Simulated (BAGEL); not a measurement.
# singlet [GeH3]+, step by step

Aim: the energy (singlet [GeH3]+, HF/cc-pVDZ), then a single-point energy (doublet GeH3, NEVPT2(3,2)/cc-pVDZ), then the energy (doublet GeH3, CASPT2(3,2)/cc-pVDZ) of GeH3. 

The calculation is run with BAGEL 1.2.2.

## (1) The system as given

The species is [GeH3]+ (4 atoms), meant as a singlet with charge +1. As SMILES of the parent species, `[GeH3]`. The Ge1–H3 distance was set to 2.924 Å, away from the relaxed value. That shape belongs to the parent species and isn't relaxed for this state. At this shape a bond of the SMILES string is far longer than usual.

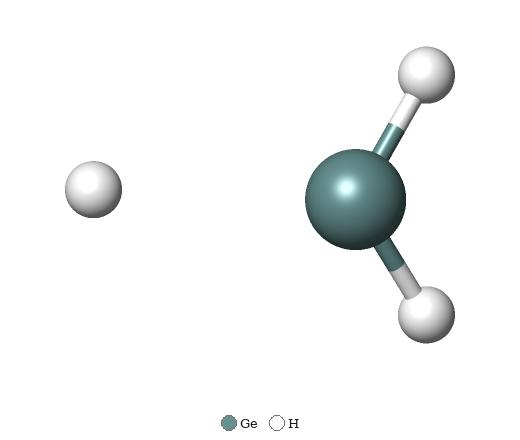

Viewed from a chosen angle; germanium teal, hydrogen white.

## (2) The energy at HF/cc-pVDZ (density fitting with svp-jkfit) (run 1)

Input file input.json:

```json
{ "bagel" : [

{
  "title" : "molecule",
  "basis" : "cc-pvdz.json",
  "df_basis" : "svp-jkfit",
  "angstrom" : "true",
  "geometry" : [
    { "atom" : "Ge", "xyz" : [       1.202291,       0.819129,      -0.473777 ] },
    { "atom" : "H", "xyz" : [       2.042691,       1.054629,       0.793923 ] },
    { "atom" : "H", "xyz" : [      -0.882800,      -1.175900,      -0.000100 ] },
    { "atom" : "H", "xyz" : [       0.600891,       2.137229,      -0.993177 ] }
  ]
},

{
  "title" : "hf",
  "charge" : 1
},

{
  "title" : "print",
  "file" : "orbitals.molden",
  "orbitals" : "true"
}

]}
```

The basis set cc-pVDZ is read from a file made from the Basis Set Exchange's data (not shown).

Command:

```console
$ BAGEL_NUM_THREADS=1 BAGEL input.json > input.out
```

Log:

```text
* using 1 threads per process

  ===============================================================
  ===============================================================

  *** Geometry ***

  { "atom" : "Ge", "xyz" : [      2.272001,      1.547929,     -0.895309 ] },
  { "atom" : "H", "xyz" : [      3.860127,      1.992960,      1.500297 ] },
  { "atom" : "H", "xyz" : [     -1.668250,     -2.222129,     -0.000189 ] },
  { "atom" : "H", "xyz" : [      1.135519,      4.038777,     -1.876833 ] },

  Number of auxiliary basis functions:      320

  Since a DF basis is specified, we compute 2- and 3-index integrals:
    o Being stored without compression. Storage requirement is 0.005 GB

  Number of basis functions:       42
  Number of electrons      :       35

    * METHOD: MOLECULE                             0.08

  *** RHF ***

  === Nuclear Repulsion ===
    28.2848176725

      * DIIS with orbital gradients will be used.

  === RHF iteration (cc-pvdz.json) ===
      0      -2076.48390810          0.01659090           0.01
      1      -2076.56143119          0.00633783           0.01
      2      -2076.57465220          0.00099997           0.01
      3      -2076.57503895          0.00019119           0.01
      4      -2076.57505386          0.00004706           0.01
      5      -2076.57505494          0.00001787           0.01
      6      -2076.57505512          0.00000817           0.01
      7      -2076.57505517          0.00000187           0.01
      8      -2076.57505518          0.00000039           0.01
      9      -2076.57505518          0.00000008           0.01
     10      -2076.57505518          0.00000001           0.01
     11      -2076.57505518          0.00000000           0.01
    * SCF iteration converged.

    * Permanent dipole moment:
           (    0.469045,     0.537329,    -0.052920) a.u.

    * METHOD: HF                                   0.24

    * METHOD: PRINT                                0.01

  ===============================================================
```

Wall time 0.46 s (1 thread of Arm Neoverse V1, shared host); peak memory 0.14 GiB.

## (3) Doublet neutral GeH3: a single-point energy at NEVPT2(3,2)/cc-pVDZ (density fitting with svp-jkfit) (run 2)

Input file input.json:

```json
{ "bagel" : [

{
  "title" : "molecule",
  "basis" : "cc-pvdz.json",
  "df_basis" : "svp-jkfit",
  "angstrom" : true,
  "geometry" : [
    { "atom" : "Ge", "xyz" : [    1.202291,    0.819129,   -0.473777 ] },
    { "atom" : "H", "xyz" : [    2.042691,    1.054629,    0.793923 ] },
    { "atom" : "H", "xyz" : [   -0.882800,   -1.175900,   -0.000100 ] },
    { "atom" : "H", "xyz" : [    0.600891,    2.137229,   -0.993177 ] }
  ]
},
{
  "title" : "hf",
  "charge" : 1
},
{
  "title" : "casscf",
  "nstate" : 1,
  "nact" : 2,
  "nclosed" : 16,
  "nspin" : 1,
  "active" : [17, 18],
  "maxiter" : 200,
  "natocc" : true
},
{
  "title" : "nevpt2",
  "nstate" : 1,
  "nact" : 2,
  "nclosed" : 16,
  "nspin" : 1,
  "active" : [17, 18],
  "maxiter" : 200,
  "natocc" : true,
  "ncore" : 9
},
{
  "title" : "print",
  "file" : "orbitals.molden",
  "orbitals" : true
}

]}
```

The basis set cc-pVDZ is read from a file made from the Basis Set Exchange's data (not shown).

Command:

```console
$ BAGEL_NUM_THREADS=1 BAGEL input.json > input.out
```

Log:

```text
* using 1 threads per process

  ===============================================================
  ===============================================================

  *** Geometry ***

  { "atom" : "Ge", "xyz" : [      2.272001,      1.547929,     -0.895309 ] },
  { "atom" : "H", "xyz" : [      3.860127,      1.992960,      1.500297 ] },
  { "atom" : "H", "xyz" : [     -1.668250,     -2.222129,     -0.000189 ] },
  { "atom" : "H", "xyz" : [      1.135519,      4.038777,     -1.876833 ] },

[... 23 lines left out ...]
    * SCF iteration converged.
[... 1 line left out ...]
    * Permanent dipole moment:
[... 2 lines left out ...]
    * METHOD: HF                                   0.24

  ---------------------------
      CASSCF calculation
  ---------------------------

    ==== Active orbitals : =====
         Orbital 17
         Orbital 18
    ============================

    * nstate   :      1
    * nclosed  :     16
    * nact     :      2
    * nvirt    :     24
  === CASSCF iteration (cc-pvdz.json) ===

    * Using the second-order algorithm

      0  0     -2076.88891582     1.65e-02      0.01

      1  0     -2076.92695938     5.24e-03      0.06
[... 111 lines of this table left out ...]
     57  0     -2076.89777728     3.44e-01      0.16

  ERROR: EXCEPTION RAISED:  max size reached in AugHess
```

Run time: 15 s. Hardware: 1 thread of Arm Neoverse V1, shared host; peak memory 0.14 GiB.

The iterations ended before the threshold was met.

## (4) Doublet neutral GeH3: a single-point energy at CASPT2(3,2)/cc-pVDZ (density fitting with svp-jkfit) (run 3)

Input file calc.json:

```json
{ "bagel": [

{
  "title": "molecule",
  "basis": "cc-pvdz.json",
  "df_basis": "svp-jkfit",
  "angstrom": "true",
  "geometry": [
    { "atom": "Ge", "xyz": [    1.202291,    0.819129,   -0.473777 ] },
    { "atom": "H", "xyz": [    2.042691,    1.054629,    0.793923 ] },
    { "atom": "H", "xyz": [   -0.882800,   -1.175900,   -0.000100 ] },
    { "atom": "H", "xyz": [    0.600891,    2.137229,   -0.993177 ] }
  ]
},
{
  "title": "hf",
  "charge": 1
},
{
  "title": "casscf",
  "nstate": 1,
  "nact": 2,
  "nclosed": 16,
  "nspin": 1,
  "active": [17, 18],
  "maxiter": 200,
  "natocc": "true"
},
{
  "title": "print",
  "file": "orbitals.molden",
  "orbitals": "true"
},
{
  "title": "smith",
  "method": "caspt2",
  "ms": "true",
  "xms": "true",
  "sssr": "true",
  "shift": 0.2,
  "shift_imag": "true",
  "ncore": 9
}

]}
```

The basis set cc-pVDZ is read from a file made from the Basis Set Exchange's data (not shown).

Command:

```console
$ BAGEL_NUM_THREADS=1 BAGEL calc.json > calc.out
```

Log:

```text
* using 1 threads per process

  ===============================================================
  ===============================================================

  *** Geometry ***

  { "atom" : "Ge", "xyz" : [      2.272001,      1.547929,     -0.895309 ] },
  { "atom" : "H", "xyz" : [      3.860127,      1.992960,      1.500297 ] },
  { "atom" : "H", "xyz" : [     -1.668250,     -2.222129,     -0.000189 ] },
  { "atom" : "H", "xyz" : [      1.135519,      4.038777,     -1.876833 ] },

[... 23 lines left out ...]
    * SCF iteration converged.
[... 1 line left out ...]
    * Permanent dipole moment:
[... 2 lines left out ...]
    * METHOD: HF                                   0.23

  ---------------------------
      CASSCF calculation
  ---------------------------

    ==== Active orbitals : =====
         Orbital 17
         Orbital 18
    ============================

    * nstate   :      1
    * nclosed  :     16
    * nact     :      2
    * nvirt    :     24
  === CASSCF iteration (cc-pvdz.json) ===

    * Using the second-order algorithm

      0  0     -2076.88891582     1.65e-02      0.01

      1  0     -2076.92695938     5.24e-03      0.06
[... 111 lines of this table left out ...]
     57  0     -2076.89777728     3.44e-01      0.16

  ERROR: EXCEPTION RAISED:  max size reached in AugHess
```

It took 14 s on 1 thread of Arm Neoverse V1, shared host; peak memory 0.14 GiB.

No converged result was reached.

## (5) Results

| quantity | value |
| --- | --- |
| run 1, HF/cc-pVDZ: total energy | -2076.57506 Eh |
| run 1, HF/cc-pVDZ: HOMO energy | -15.42 eV |
| run 1, HF/cc-pVDZ: LUMO energy | -8.30 eV |
| run 1, HF/cc-pVDZ: HOMO–LUMO gap | 7.12 eV |
| doublet neutral GeH3, run 2 | no result (not converged) |
| doublet neutral GeH3, run 3 | no result (not converged) |

In words: 2 of the 3 runs did not end normally.
